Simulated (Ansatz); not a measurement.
A computed series for hypothetical diamond Te: thickness series

The reference is Te in the diamond structure (space group Fd-3m, No. 227; a hypothetical phase, not in the database extracts checked).

```xyz
2
Lattice="0.0000 3.5303 3.5303 3.5303 0.0000 3.5303 3.5303 3.5303 0.0000" Properties=species:S:1:pos:R:3 pbc="T T T"
Te     1.7651     1.7651     1.7651
Te     0.0000     0.0000     0.0000
```

Cartesian axes are those of the cell as printed.

Free-standing slabs (2 atom(s) a layer) normal to [110] with 15 Å of vacuum; in-plane cell held at bulk.

Method: DFT with PBEsol, PAW potentials and a 420 eV plane-wave cutoff in Ansatz (a program for electronic structure), no spin-orbit coupling.

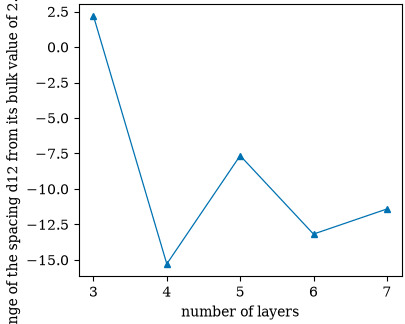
Figure. Change of the spacing d12 from its bulk value of 2.496 Å against number of layers

Question: From the plot, what is the change of the spacing d12 from its bulk value of 2.496 Å for 7 layers?

Answer: About -11 %.

Question: Is the trend monotonic over the range shown?

Answer: No, it turns within the range, spanning -15.3 % to +2.2 %.

Stability against distortions was not tested.
